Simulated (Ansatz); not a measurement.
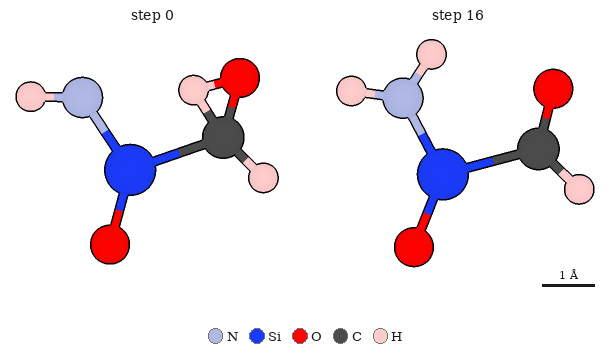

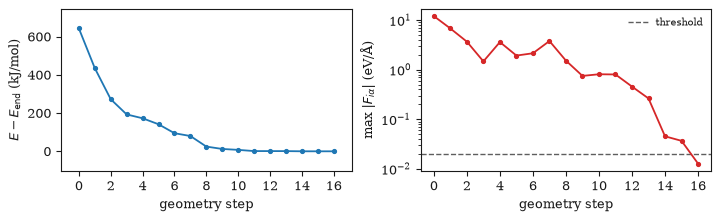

First and last geometry of a relaxation of CH3NO2Si, with the history of the run. A ball-and-stick model, seen face on.

The run prepares an end point of a later path (hydrogen shift) calculation, from a guessed geometry.

Method: RKS CAM-B3LYP-D4/def2-SVP (Ansatz).

Input file:
```yaml
crystal:
  periodic: [false, false, false]
  atoms:
    - { symbol: "N", position_ang: [-0.76178, 0.89772, 0.8266] }
    - { symbol: Si, position_ang: [-0.25593, -0.66166, 0.41643] }
    - { symbol: O, position_ang: [-0.57825, -2.006, 1.01268] }
    - { symbol: C, position_ang: [0.90886, -0.4008, -1.08192] }
    - { symbol: O, position_ang: [1.17346, 0.66979, -1.5664] }
    - { symbol: H, position_ang: [-1.39019, 1.11053, 1.58266] }
    - { symbol: H, position_ang: [0.59645, 0.61437, -0.8371] }
    - { symbol: H, position_ang: [1.35552, -1.32197, -1.51074] }
basis:
  gaussian: { orbitals: def2-SVP }
hamiltonian:
  xc: cam_b3lyp
  dispersion: d4
relax:
  f_tol: 0.02
  max_steps: 50
output:
  orbitals: {}
```

Run as
```bash
ansatz run input.yaml --threads 2 --pin off --max-ram 3072MiB --backend cpu --events-out ev --progress --plain --runs-dir out
```

Did the run converge, and what did it change?

It converged. The atom that moves furthest after the best rigid fit is H7 (1.48 Å). Largest moves by element: H 1.48 Å, N 0.30 Å, C 0.30 Å, O 0.27 Å, Si 0.17 Å. Some distances before and after: C4–H7 1.090 → 2.782 Å, O5–H7 0.932 → 2.464 Å, N1–H7 2.166 → 1.016 Å, Si2–H7 1.981 → 2.348 Å. New bonds form: N1–H7 (2.17 → 1.02 Å). Bonds break: C4–H7 (1.09 → 2.78 Å), O5–H7 (0.93 → 2.46 Å). Bond angles that change, for instance: Si2–C4–O5 124.7° → 118.7°, Si2–C4–H8 115.7° → 120.4°, O3–Si2–C4 124.2° → 126.5°. After 16 geometry steps the energy has fallen by 643.3 kJ/mol. Largest force component: 12 eV/Å at the start, 0.013 eV/Å at the end.

| step | E − E(0), kJ/mol | largest force component, eV/Å |
| --- | --- | --- |
| 0 | 0.00 | 12.0389 |
| 1 | -208.04 | 6.7826 |
| 2 | -370.73 | 3.6744 |
| 3 | -450.22 | 1.4716 |
| 4 | -470.38 | 3.6087 |
| 5 | -501.73 | 1.9275 |
| 6 | -548.55 | 2.1462 |
| 7 | -563.27 | 3.7869 |
| 8 | -618.51 | 1.5234 |
| 9 | -630.96 | 0.7501 |
| 10 | -635.74 | 0.8093 |
| 11 | -642.05 | 0.8020 |
| 12 | -642.15 | 0.4566 |
| 13 | -642.24 | 0.2633 |
| 14 | -643.18 | 0.0454 |
| 15 | -643.27 | 0.0368 |
| 16 | -643.27 | 0.0128 |
